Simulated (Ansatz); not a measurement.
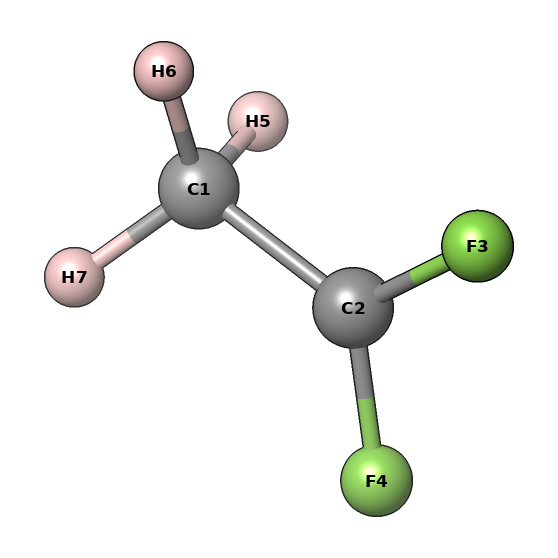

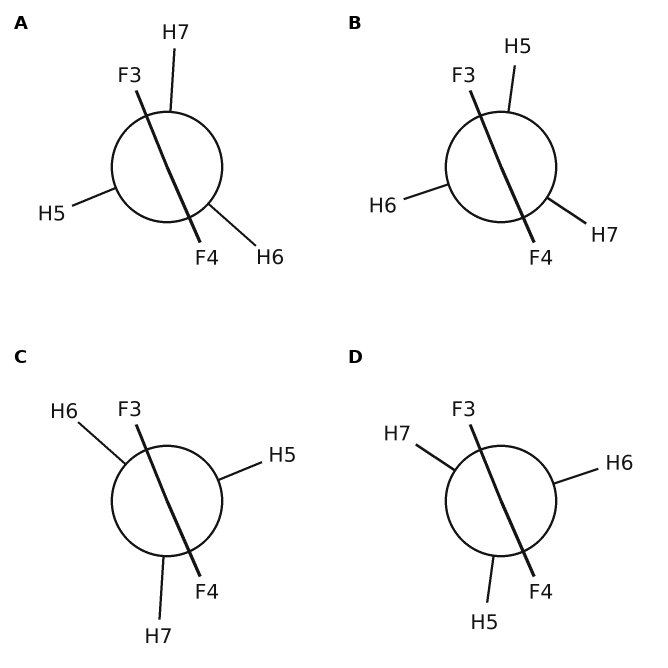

Depth is shown by fading: the farther an atom, the more it takes the colour of the background. Bonds that would overlap in a projection are set slightly apart. Charge +1, singlet. Computed geometry: PBE0-D4/def2-TZVP optimisation. No frequency run is at hand to confirm it as a minimum.

> Which Newman projection shows the view along C2–C1, with C2 in front?

C. The torsion angle F3–C2–C1–H5 is 90°, about perpendicular.
